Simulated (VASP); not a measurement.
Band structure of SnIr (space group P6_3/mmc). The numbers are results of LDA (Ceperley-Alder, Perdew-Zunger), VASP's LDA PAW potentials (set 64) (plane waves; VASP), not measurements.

Unless said otherwise, spin-orbit coupling is left out, though it shifts the bands of the heavy elements here.

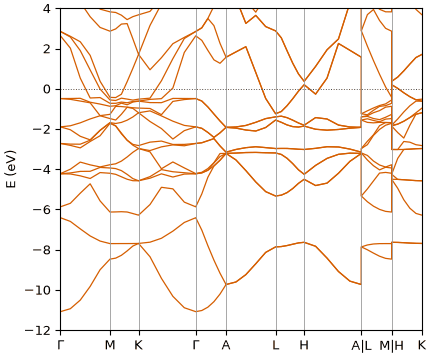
Bands along high-symmetry lines, zero at the valence-band maximum or, without a gap, the Fermi level

Q: Read the plot: is there a gap, and where are the band edges?

A: It has no gap at this level: it comes out as a metal or semimetal.

The structure comes from a measured SnIr entry of the Crystallography Open Database, whose conditions weren't checked. The cell was not relaxed at this level.
